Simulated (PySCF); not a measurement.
```yaml
atoms:
  - { symbol: C, position_ang: [-3.6677, 0.3745, 0.5519] }
  - { symbol: C, position_ang: [-2.6448, -0.4478, -0.2183] }
  - { symbol: O, position_ang: [-1.3748, -0.2650, 0.3300] }
  - { symbol: Si, position_ang: [0.0100, -0.0295, -0.4489] }
  - { symbol: O, position_ang: [0.9890, 0.1405, 0.8308] }
  - { symbol: C, position_ang: [2.2703, 0.4658, 0.9501] }
  - { symbol: C, position_ang: [3.3191, 0.4900, -0.0778] }
  - { symbol: C, position_ang: [3.4198, -0.4340, 1.1372] }
  - { symbol: H, position_ang: [-3.4236, 1.4310, 0.4774] }
  - { symbol: H, position_ang: [-3.6541, 0.0888, 1.6001] }
  - { symbol: H, position_ang: [-4.6622, 0.2070, 0.1477] }
  - { symbol: H, position_ang: [-2.8938, -1.5145, -0.1576] }
  - { symbol: H, position_ang: [-2.6483, -0.1609, -1.2760] }
  - { symbol: H, position_ang: [0.4079, -1.1949, -1.2458] }
  - { symbol: H, position_ang: [-0.0106, 1.1676, -1.2920] }
  - { symbol: H, position_ang: [4.0041, 1.3243, -0.1150] }
  - { symbol: H, position_ang: [3.1062, 0.0588, -1.0495] }
  - { symbol: H, position_ang: [4.1656, -0.1926, 1.8802] }
  - { symbol: H, position_ang: [3.2781, -1.4998, 0.9984] }
```

Geometry: GFN2-xTB.

Theory: UKS B3LYP, pcH-1 on C H O Si, non-relativistic, mean-field spin-orbit, GIAO (PySCF).

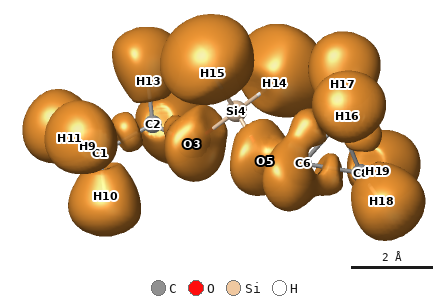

C5H11O2Si (SMILES CCO[SiH2]O[C]1CC1) (doublet). Isosurface of the ELF at 0.75 (orange), seen at a tilt. Core shells and regions of very low density are left out.

> Identify the bonds, lone pairs and shells in this picture.

The surface consists of two regions between bonded C–C atoms (shared pairs), eleven regions around hydrogen nuclei, one region on C in which the atom's valence shell and bonds are merged and two regions on O in which the atom's valence shell and bonds are merged.

Values along the shortest contacts:
C–O (1.33 Å): the ELF peaks at about 0.85 between the atoms: a polar covalent bond. C–C (1.47 Å): the ELF peaks at about 0.80 between the atoms; a shared electron pair.
